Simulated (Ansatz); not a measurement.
## Electronic structure of BH9Si3 in real space

The calculation's input:

```
crystal:
  periodic: [false, false, false]
  atoms:
    - {symbol: B, position_ang: [1.712898, -1.412959, 0.909994]}
    - {symbol: Si, position_ang: [0.916413, -0.624513, 2.586004]}
    - {symbol: Si, position_ang: [1.181628, -3.294262, 0.429164]}
    - {symbol: Si, position_ang: [2.974547, -0.278407, -0.167579]}
    - {symbol: H, position_ang: [1.366132, 0.769359, 2.894048]}
    - {symbol: H, position_ang: [1.262795, -1.497275, 3.755485]}
    - {symbol: H, position_ang: [-0.577752, -0.614933, 2.453499]}
    - {symbol: H, position_ang: [-0.309678, -3.353195, 0.276884]}
    - {symbol: H, position_ang: [1.555270, -4.208247, 1.558554]}
    - {symbol: H, position_ang: [1.800952, -3.823569, -0.825326]}
    - {symbol: H, position_ang: [2.258507, 0.980731, -0.560193]}
    - {symbol: H, position_ang: [3.528756, -0.912358, -1.403882]}
    - {symbol: H, position_ang: [4.120676, 0.116865, 0.717115]}
basis:
  gaussian: {orbitals: def2-TZVPD}
hamiltonian: {xc: pbe0}
output: {forces: true, orbitals: {seedname: orbitals}}
```

Command:

```sh
ansatz run input.yaml --threads 2 --pin off --max-ram 5220MiB --events-out events.jsonl --progress --plain --runs-dir runs
```

Geometry: PBE0-D4/def2-SVP.

Computed with Ansatz 0.2.0, isolated molecule in a Gaussian basis; Kohn-Sham density functional theory, functional PBE0.

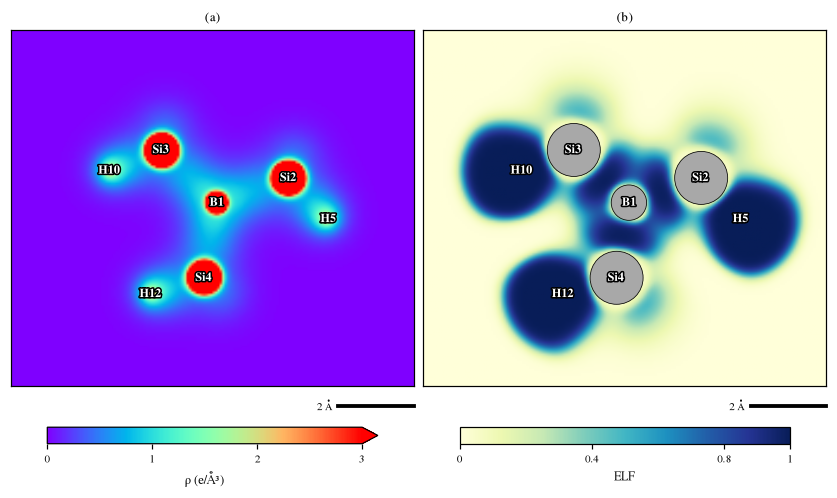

Figure 1. (a) electron density; (b) electron localisation function on the plane of atoms Si3, B1 and Si4. Grey discs cover the atomic cores in the ELF map.

Question: Interpret the plot.

Answer:
- The section cuts through B, Si and H sites.
- Si–B (2.01 Å): ρ is about 0.79 e/Å³ halfway; the ELF peaks at about 1 between the atoms: a covalent bond.
- Si–H (1.50 Å): the density is about 0.79 e/Å³ at the midpoint; the ELF climbs to about 1 towards the hydrogen, as it does in any bond to H.

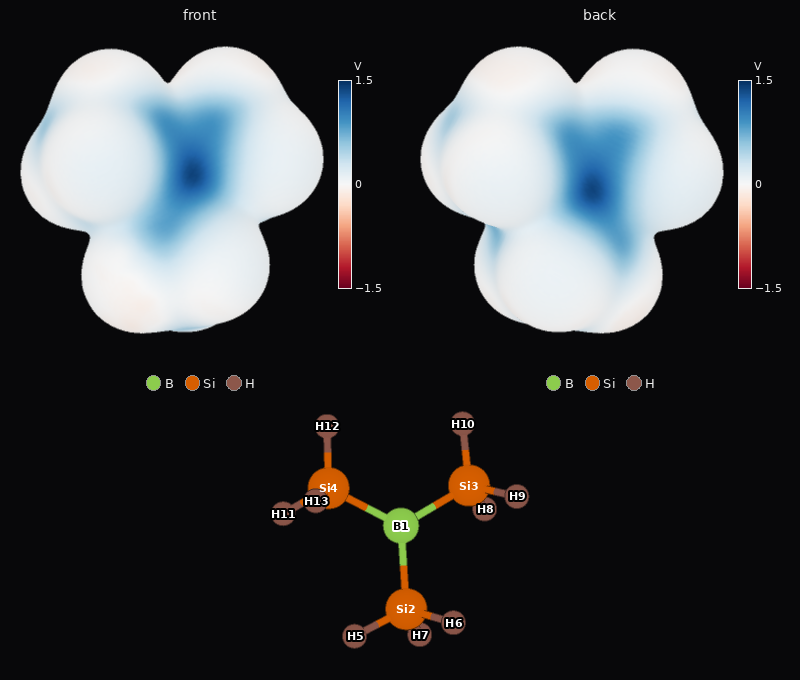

Figure 2. The molecular electrostatic potential painted on the density surface at 0.001 e/bohr³, seen from the front and from behind; the colour scale runs from red (negative) to blue (positive). The bare structure is drawn below in the same view.

Question: Where is the surface potential most negative and most positive?

Answer: The most negative region (about −0.1 V) lies over the H atoms, the most positive (about +1.3 V) over B1.

Question: What dipole moment does the calculation give?

Answer: Its dipole moment is 0.10 D.

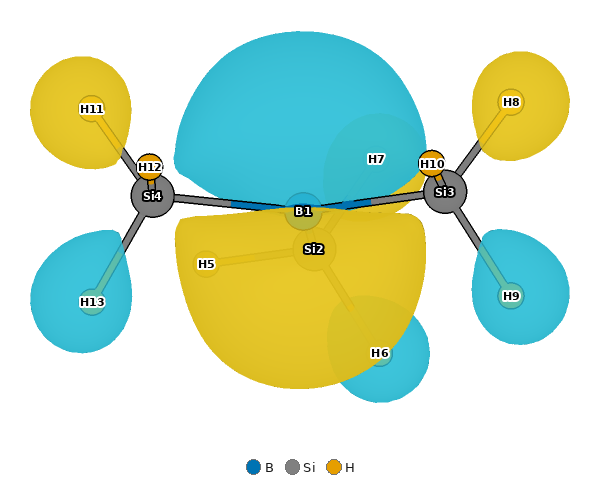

Figure 3. One frontier orbital at ±0.08 Å⁻³ᐟ² (yellow and cyan are the two phases), seen from one side.

Question: Which orbital is it: HOMO or LUMO?

Answer: The LUMO, at −3.28 eV. It lies mainly on B1 (about 50 %), Si4 (about 15 %), Si3 (about 10 %) and Si2 (about 10 %).
